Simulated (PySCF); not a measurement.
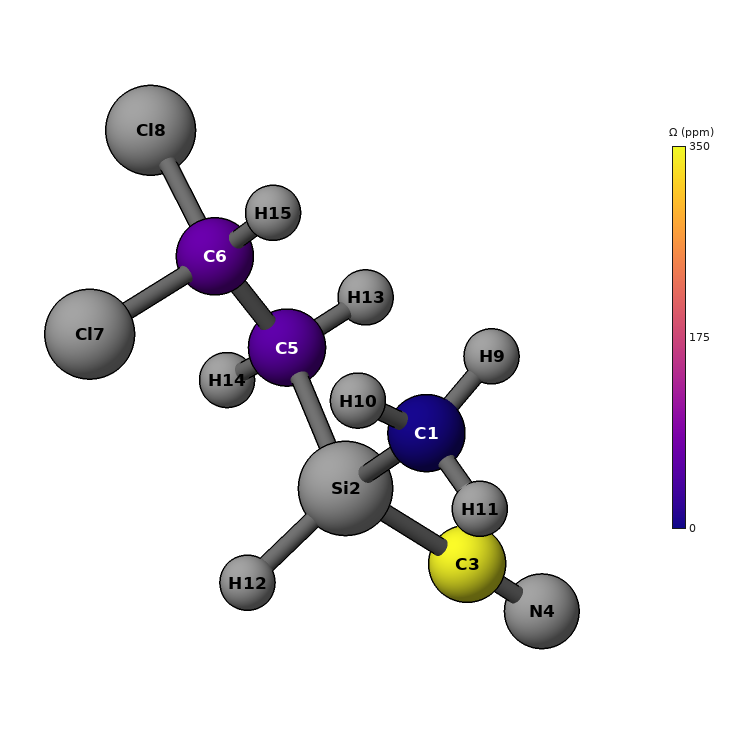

The C atoms are coloured by the span of their shielding tensor. Computed geometry: GFN2-xTB optimisation. No frequency run is at hand to confirm it as a minimum. Level of theory: GIAO PBE0/pcSseg-1 NMR shielding, non-relativistic, gas phase (PySCF 2.14.0). Principal shieldings σ11 ≤ σ22 ≤ σ33, span Ω = σ33 − σ11, skew κ = 3(σiso − σ22)/Ω.

### Which C atom has the most anisotropic shielding?

C3, with a span of 344 ppm.

Give the shielding tensors of the C atoms.

| atom | σ11 | σ22 | σ33 | σiso | Ω | κ |
| --- | --- | --- | --- | --- | --- | --- |
| C1 | 190.8 | 193.2 | 195.7 | 193.2 | 4.9 | 0.02 |
| C3 | −53.8 | −51.1 | 290.0 | 61.7 | 343.9 | 0.98 |
| C5 | 122.0 | 150.6 | 180.0 | 150.9 | 57.9 | 0.01 |
| C6 | 60.6 | 115.0 | 128.3 | 101.3 | 67.7 | −0.61 |

Shieldings and span in ppm.

The geometry is semi-empirical. Around Si such bond lengths and angles can be off by a tenth of an ångström or more and by several degrees, and values that hang on the shape move with them.
